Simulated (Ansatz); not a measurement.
# CH5Si (SMILES C[SiH2]) at U-r2SCAN/aug-cc-pVDZ

What is the electronic atomisation energy of CH5Si at U-r2SCAN/aug-cc-pVDZ? 

The calculation is run with Ansatz 0.2.0.

50 further runs of the same task are left out: 50 set aside as unsound or not needed.

## Step 1: The system as given

CH5Si: 7 atoms, total charge 0, spin state doublet. As SMILES, `C[SiH2]`. Geometry: relaxed at PBE0-D4/def2-TZVP.

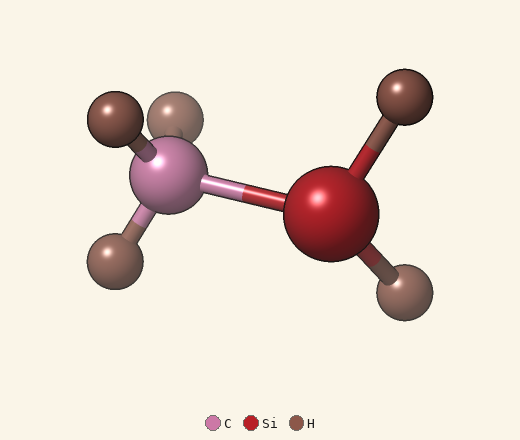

Viewed from a chosen angle; carbon pink, silicon red, hydrogen brown.

## Step 2: A single-point energy at U-r2SCAN/aug-cc-pVDZ

input.yaml reads:

```yaml
crystal:
  periodic: [false, false, false]
  atoms:
    - symbol: C
      position_ang: [-0.122600, -0.803200, 0.095200]
    - symbol: Si
      position_ang: [0.176200, 1.034800, 0.314000]
    - symbol: H
      position_ang: [-0.204800, -1.054900, -0.966600]
    - symbol: H
      position_ang: [0.699200, -1.383300, 0.519500]
    - symbol: H
      position_ang: [-1.047100, -1.107700, 0.589500]
    - symbol: H
      position_ang: [-0.951500, 1.846400, -0.225700]
    - symbol: H
      position_ang: [1.450600, 1.468000, -0.326000]
basis:
  gaussian: {orbitals: aug-cc-pVDZ}
magnetization: {spin_polarized: true, initial_magnetization: 1}
hamiltonian: {xc: r2scan}
accuracy: high
output: {orbitals: {seedname: orbitals}}
```

The run is started by

```sh
$ ansatz run input.yaml --threads 1 --pin off --max-ram 3480MiB --events-out events.jsonl --progress --plain --runs-dir runs
```

The program printed:

```text
Warning: RAYON_NUM_THREADS=1 ignored (pool sized by the plan → 1); use --threads N
Functional definition: r2SCAN
  name "r2SCAN"
  parameter k0 = 0.174
  parameter k1 = 0.065
  parameter a1 = 4.9479
  exchange = r2scan_x(k0 = k0, k1 = k1, a1 = a1)
  correlation = r2scan_c
1901 factors; integrals over basis functions are off by at most 3.9e-9 eV
mean field evaluation 1: about -8985.6539 eV, gradient 3.9e1 eV
mean field evaluation 2: about -8977.2081 eV, gradient 5.1e1 eV
mean field evaluation 4: about -8993.3348 eV, gradient 9.9e-1 eV
mean field evaluation 8: about -8993.3424 eV, gradient 1.3e-2 eV
mean field evaluation 16: about -8993.3424 eV, gradient 3.6e-6 eV
mean field -8993.34244533 eV, -330.4992389593 hartree, gradient 5.4e-8 eV, S^2 0.754209; 0 other end points of the search recorded, 0 dependent functions left out
reference -8993.34245409 eV, -330.4992392813 hartree; 13, 12 occupied and 82, 83 virtual orbitals, 1901 factors
Total energy: -8993.34245409 eV, -330.4992392813 hartree
```

Run time: 15 s. Hardware: 1 thread of Intel Xeon Platinum 8259CL at 2.50GHz (Skylake/Cascade Lake), shared host; peak memory 0.42 GiB.

## Step 3: The C atom

in.yaml reads:

```yaml
crystal:
  periodic: [false, false, false]
  atoms:
    - symbol: C
      position_ang: [0.000000, 0.000000, 0.000000]
basis:
  gaussian:
    orbitals: aug-cc-pVDZ
magnetization:
  spin_polarized: true
  initial_magnetization: 2
accuracy: high
hamiltonian:
  xc: {name: r2SCAN}
```

Run the same way, it converges to -37.82784 Eh (log not shown).

## Step 4: The H atom

molecule.yaml reads:

```yaml
crystal:
  periodic: [false, false, false]
  atoms:
    - symbol: H
      position_ang: [0.000000, 0.000000, 0.000000]
basis:
  gaussian:
    orbitals: aug-cc-pVDZ
magnetization:
  spin_polarized: true
  initial_magnetization: 1
hamiltonian:
  xc: {name: r2SCAN}
accuracy: high
```

The run is started by

```sh
$ ansatz run molecule.yaml --threads 1 --pin off --max-ram 3480MiB --events-out events.jsonl --progress --plain --runs-dir runs
```

The program printed (excerpt; [...] marks lines left out):

```text
Warning: RAYON_NUM_THREADS=1 ignored (pool sized by the plan → 1); use --threads N
[... 7 set-up lines as earlier in the session ...]
42 factors; integrals over basis functions are off by at most 4.4e-8 eV
mean field evaluation 1: about -13.5920 eV, gradient 1.7e-1 eV
mean field evaluation 2: about -13.5908 eV, gradient 2.0e-1 eV
mean field evaluation 4: about -13.5913 eV, gradient 4.2e-3 eV
mean field evaluation 8: about -13.5913 eV, gradient 1.3e-6 eV
mean field -13.59128376 eV, -0.4994704657 hartree, gradient 1.1e-8 eV, S^2 0.750000; 0 other end points of the search recorded, 0 dependent functions left out
reference -13.59128871 eV, -0.4994706476 hartree; 1, 0 occupied and 8, 9 virtual orbitals, 42 factors
Total energy: -13.59128871 eV, -0.4994706476 hartree
```

It took 0.52 s on 1 thread of Intel Xeon Platinum 8259CL at 2.50GHz (Skylake/Cascade Lake), shared host.

## Step 5: The Si atom, same level

molecule.yaml reads:

```yaml
crystal:
  periodic: [false, false, false]
  atoms:
    - symbol: Si
      position_ang: [0.000000, 0.000000, 0.000000]
basis:
  gaussian:
    orbitals: aug-cc-pVDZ
magnetization:
  spin_polarized: true
  initial_magnetization: 2
hamiltonian:
  xc: {name: r2SCAN}
accuracy: high
```

Run the same way, it converges to -289.33952 Eh (log not shown).

## Step 6: Summary of results

At U-r2SCAN/aug-cc-pVDZ:

```
                                    quantity          value
                      molecule: total energy  -330.49924 Eh
molecule: HOMO energy (highest over α and β)       -5.16 eV
 molecule: LUMO energy (lowest over α and β)       -2.56 eV
                              molecule: ⟨S²⟩          0.754
                        C atom: total energy   -37.82784 Eh
                                C atom: ⟨S²⟩          2.006
                        H atom: total energy    -0.49947 Eh
                                H atom: ⟨S²⟩          0.750
                       Si atom: total energy  -289.33952 Eh
                               Si atom: ⟨S²⟩          2.009
               electronic atomisation energy      22.709 eV
```

Taking the molecule apart into free atoms costs 22.71 eV (524 kcal/mol), before zero-point energy and without spin-orbit coupling.
